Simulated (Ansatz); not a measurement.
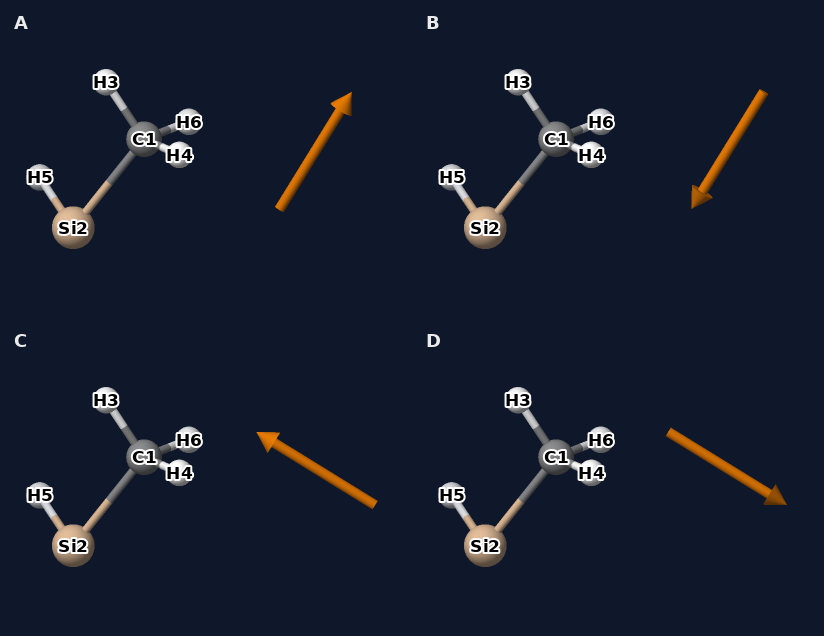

The same molecule four times, each with an arrow. Computed geometry: PBE0-D4/def2-TZVP optimisation. No frequency run is at hand to confirm it as a minimum. Method: RKS PBE0-D4/def2-TZVP (Ansatz 0.2.0).

> Which arrow points along the dipole moment, from the negative to the positive end?

A. The dipole moment is 1.16 D; it points from the side of Si2 to the side of H3, H6 (the outermost atoms at the two ends).
